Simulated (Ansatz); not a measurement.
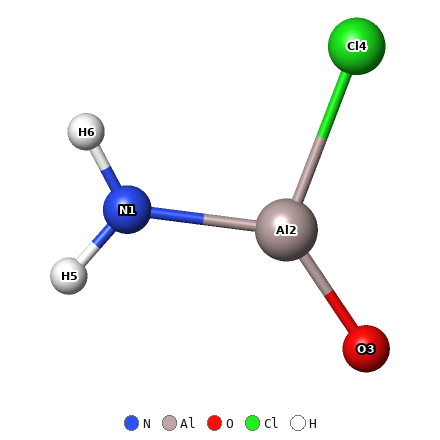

The system is AlClH₂NO, SMILES [NH2][Al]([O-])[Cl], charge −1; the picture shows the reference structure. The first coordinate is: umbrella angle at N1 (between each of its bonds and their common axis; 90 is planar); the second: change of the bonds N1–Al2, N1–H5, N1–H6, all alike. Nothing is relaxed (all other coordinates rigid). Grid: 13 × 13 points; 91 points were computed and 78 follow by symmetry. Points are written as (first, second). Energies are in kJ/mol, from the lowest grid point. Theory: RHF/def2-SVPD in Ansatz 0.2.0.

Its coordinates:

```xyz
6

N    -0.1322    0.9794   -0.0465
Al    0.2765   -0.7515    0.2597
O     1.2209   -1.4417    1.3818
Cl   -0.8546   -1.8316   -1.3229
H     0.2217    1.7363    0.5010
H    -0.7323    1.3091   -0.7732
```

Range: umbrella angle at N1 (between each of its bonds and their common axis; 90 is planar) from 66 to 114°; change of the bonds N1–Al2, N1–H5, N1–H6, all alike from −0.139 to 0.215 Å.

What will the energy surface look like?

Answer. The lowest grid point is at (90°, 0.008 Å). No other kind of well shows on this grid. The highest grid point, (66°, −0.139 Å), lies 214 kJ/mol above the lowest. Round the minimum the two coordinates are nearly uncoupled.

| second ↓, first → | 66 | 70 | 74 | 78 | 82 | 86 | 90 | 94 | 98 | 102 | 106 | 110 | 114 |
| --- | --- | --- | --- | --- | --- | --- | --- | --- | --- | --- | --- | --- | --- |
| 0.215 | 174 | 173 | 176 | 179 | 183 | 186 | 187 | 186 | 183 | 179 | 176 | 173 | 174 |
| 0.186 | 139 | 138 | 139 | 141 | 144 | 146 | 147 | 146 | 144 | 141 | 139 | 138 | 139 |
| 0.156 | 107 | 104 | 104 | 105 | 107 | 108 | 109 | 108 | 107 | 105 | 104 | 104 | 107 |
| 0.127 | 80 | 75 | 74 | 74 | 75 | 76 | 76 | 76 | 75 | 74 | 74 | 75 | 80 |
| 0.097 | 56 | 50 | 47 | 46 | 46 | 47 | 47 | 47 | 46 | 46 | 47 | 50 | 56 |
| 0.068 | 39 | 32 | 28 | 25 | 25 | 24 | 24 | 24 | 25 | 25 | 28 | 32 | 39 |
| 0.038 | 29 | 20 | 14 | 11 | 9 | 8 | 8 | 8 | 9 | 11 | 14 | 20 | 29 |
| 0.008 | 27 | 17 | 9 | 5 | 2 | 1 | 0 | 1 | 2 | 5 | 9 | 17 | 27 |
| −0.021 | 36 | 23 | 15 | 9 | 5 | 3 | 2 | 3 | 5 | 9 | 15 | 23 | 36 |
| −0.051 | 57 | 42 | 32 | 25 | 21 | 18 | 17 | 18 | 21 | 25 | 32 | 42 | 57 |
| −0.080 | 91 | 75 | 63 | 55 | 50 | 46 | 45 | 46 | 50 | 55 | 63 | 75 | 91 |
| −0.110 | 143 | 126 | 112 | 103 | 97 | 93 | 92 | 93 | 97 | 103 | 112 | 126 | 143 |
| −0.139 | 214 | 194 | 180 | 169 | 162 | 157 | 156 | 157 | 162 | 169 | 180 | 194 | 214 |

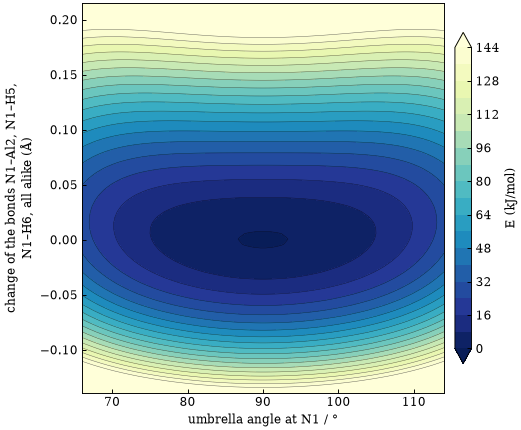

In the figure: filled contours, one colour for all values above the top of the scale. Between grid points the surface is interpolated.

Each point was launched as `ansatz run input.yaml --threads 1 --pin off --max-ram 2560MiB --backend cpu --events-out ev --progress --plain --runs-dir out`. The whole map (91 points run) took 5.5 min on 1 thread of Arm Neoverse V2, on a shared host.
